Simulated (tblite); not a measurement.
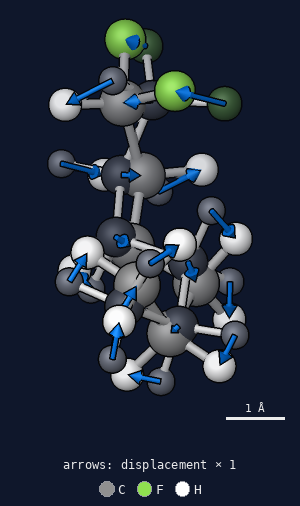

A relaxation of C$_{6}$H$_{11}$F$_{2}$ (multiplicity 2). The starting structure is drawn faded, the final one solid; blue arrows show the displacements, at their true length. The two geometries are superimposed by the best rigid fit.

The picture is a ball-and-stick view, seen from a free direction.

Level of theory: GFN2-xTB geometry optimisation, gas phase in tblite 0.8.0. 

**What did the optimiser do to the structure, and how much energy did it gain?**

The atom that moves furthest after the best rigid fit is an F atom (1.13 Å). By element the largest moves are F 1.13 Å, H 0.96 Å, C 0.57 Å. Some distances before and after: C–H 1.142 → 1.076 Å, C–H 1.143 → 1.096 Å, C–C 1.498 → 1.537 Å, C–F 1.384 → 1.358 Å. Bond angles that change, for instance: C–C–H 105.3° → 118.7°, C–C–H 107.2° → 119.6°, F–C–F 112.8° → 106.0°. Over 142 geometry steps the energy falls by 0.746 eV. The run took 0.91 s on 1 thread of Arm Neoverse V1, on a shared host.
